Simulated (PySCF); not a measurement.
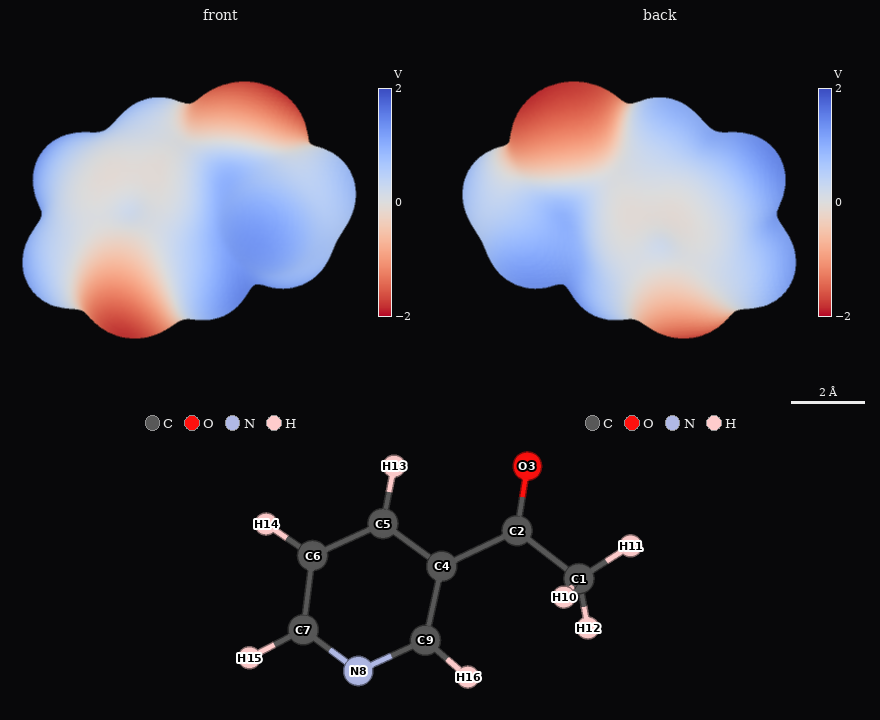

Figure. C$_{7}$H$_{7}$NO (SMILES CC(=O)c1cccnc1). The molecular electrostatic potential painted on the density surface at 0.002 e/bohr³, seen from the front and from behind; red is negative and blue positive. The bare structure is drawn below in the same view.

Geometry: GFN2-xTB.

These are results of PBE0/pcSseg-1, SCF density, in a chloroform solvent model, non-relativistic (PySCF 2.14.0), not measurements.

```yaml
atoms:
  - { symbol: C, position_ang: [2.5916, 0.0351, 0.0132] }
  - { symbol: C, position_ang: [1.3702, 0.8851, -0.2236] }
  - { symbol: O, position_ang: [1.4486, 2.0518, -0.5334] }
  - { symbol: C, position_ang: [0.0471, 0.2233, -0.0590] }
  - { symbol: C, position_ang: [-1.1072, 0.9807, -0.2719] }
  - { symbol: C, position_ang: [-2.3457, 0.3858, -0.1252] }
  - { symbol: C, position_ang: [-2.3878, -0.9552, 0.2316] }
  - { symbol: N, position_ang: [-1.3046, -1.6854, 0.4372] }
  - { symbol: C, position_ang: [-0.1229, -1.1155, 0.2969] }
  - { symbol: H, position_ang: [2.5870, -0.3502, 1.0306] }
  - { symbol: H, position_ang: [3.4830, 0.6378, -0.1407] }
  - { symbol: H, position_ang: [2.6007, -0.8064, -0.6763] }
  - { symbol: H, position_ang: [-1.0028, 2.0200, -0.5483] }
  - { symbol: H, position_ang: [-3.2553, 0.9439, -0.2827] }
  - { symbol: H, position_ang: [-3.3290, -1.4735, 0.3602] }
  - { symbol: H, position_ang: [0.7194, -1.7685, 0.4798] }
```

Describe the electrostatic potential map.

Answer. The most negative region (about −1.8 V) lies over O3 and N8, the most positive (about +1.4 V) over H14 and H16.

What dipole moment does the calculation give?

Answer. Its dipole moment is 1.19 D.
